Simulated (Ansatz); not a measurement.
**ClGeH3···Cl (doublet): density, localisation and related maps**

Input file:

```
crystal:
  periodic: [false, false, false]
  atoms:
    - { symbol: Ge, position_ang: [0.000341, 0.0, -0.096968] }
    - { symbol: Cl, position_ang: [3.8e-05, 0.0, 2.106113] }
    - { symbol: H, position_ang: [1.459503, 0.0, -0.540813] }
    - { symbol: H, position_ang: [-0.72915, 1.26362, -0.541104] }
    - { symbol: H, position_ang: [-0.72915, -1.26362, -0.541104] }
    - { symbol: Cl, position_ang: [1.8e-05, 0.0, 5.345277] }
magnetization:
  spin_polarized: true
  initial_magnetization: 1
basis:
  gaussian: { orbitals: def2-SVP }
hamiltonian:
  xc: { name: BHLYP }
  dispersion: d4
relax:
  f_tol: 0.03
  max_steps: 50
output:
  orbitals: {}
```

Command:

```sh
ansatz run input.yaml --threads 2 --pin off --max-ram 3072MiB --backend cpu --events-out ev --progress --plain --runs-dir out
```

The fields are those of the run's last geometry, not of the input's.

The calculation used UKS BHLYP-D4/def2-SVP (Ansatz 0.2.0).

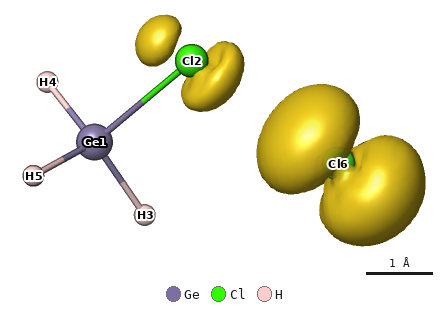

Figure 1. Isosurfaces of the spin density at +0.04 (yellow) and −0.04 e/Å³ (cyan), seen at a tilt.

Describe the spin distribution.

The unpaired spin (1 electron) lies mostly on Cl6 (about 0.9) and Cl2 (about 0.1), in electrons by Hirshfeld's partition. Only one sign reaches the isovalue.

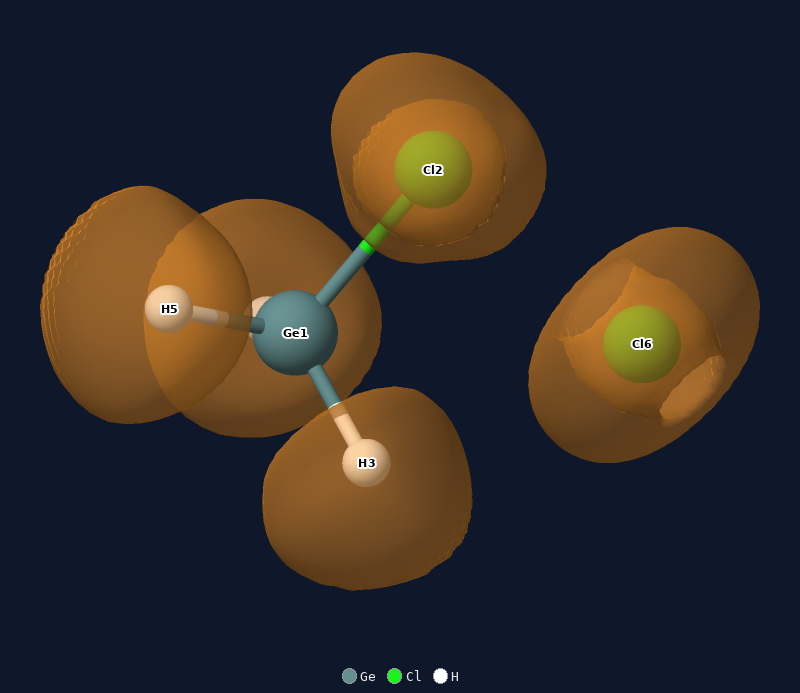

Figure 2. Isosurface of the electron localisation function at 0.8 (orange), seen at a tilt. Core shells and regions of very low density are left out.

Where are the electrons localised?

At this value the surface marks out three regions around hydrogen nuclei and two regions wrapped around Cl (the valence shell of each).


Cl2···Cl6 (2.87 Å): the ELF dips to about 0.10 between them. Ge–Cl (2.18 Å): the ELF peaks at about 0.85 in the valence shell of Cl, 0.8 Å from its nucleus, and is about 0.65 at the midpoint.

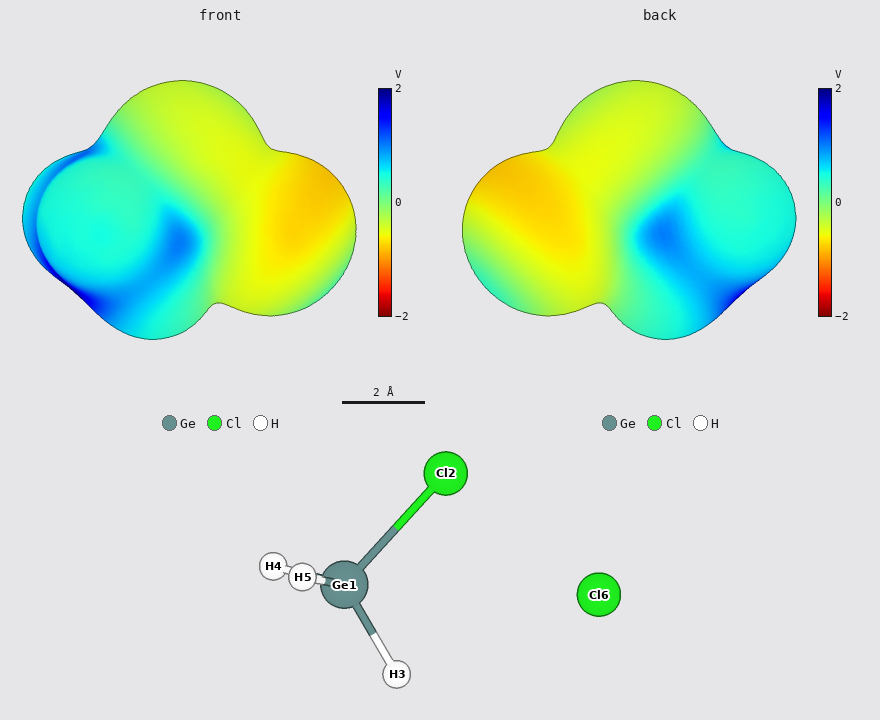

Figure 3. The electrostatic potential painted on the density surface at 0.001 e/bohr³, seen from the front and from behind; red is negative and blue positive. The bare structure is drawn below in the same view.

Describe the electrostatic potential map.

The most negative region (about −0.8 V) lies over Cl6, the most positive (about +1.8 V) over Ge1.

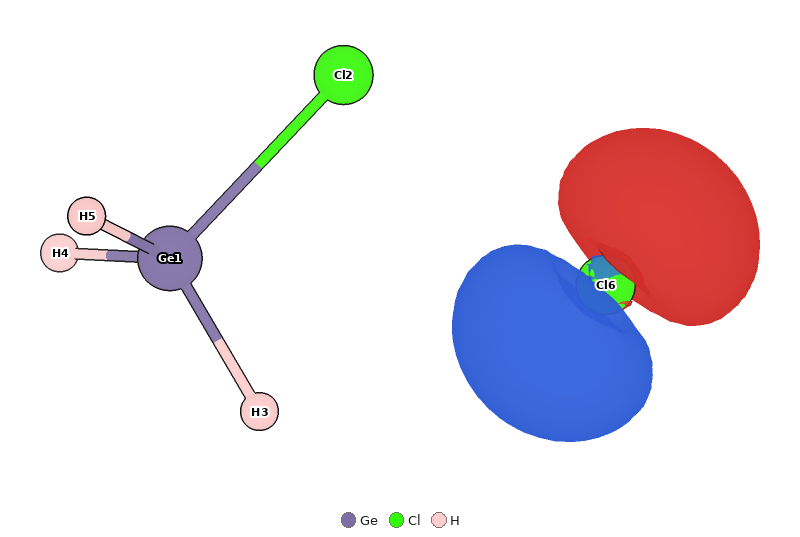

Figure 4. The HOMO−1 (β) at ±0.2 Å⁻³ᐟ² (red and blue are the two phases), seen across its widest extent.

What is the character of this orbital?

Its weight (Hirshfeld) is mainly on Cl6 (about 95 %); largely a lone pair of Cl6. Its energy is −9.74 eV.
